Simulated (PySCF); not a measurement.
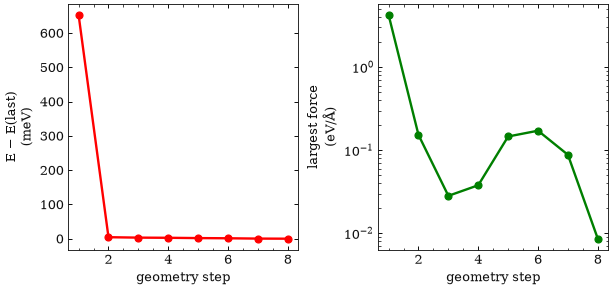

History of a geometry optimisation.

- system: MnO$_{4}$ (SMILES [O]=[Mn](=[O])(=[O])[O-]) (charge −1)
- method: PySCF, PBE0-D3(BJ)/def2-SVP, geometry optimisation

How did it end, and what did it gain?

The optimisation met its thresholds at geometry 8, counting the start as the first. The energy fell by about 650 meV from the first step to the last. The largest force goes from about 4.2 eV/Å at the start to 9 × 10⁻³ eV/Å at the end.

By which step was nine tenths of the energy gained?

By step 2 of 8.
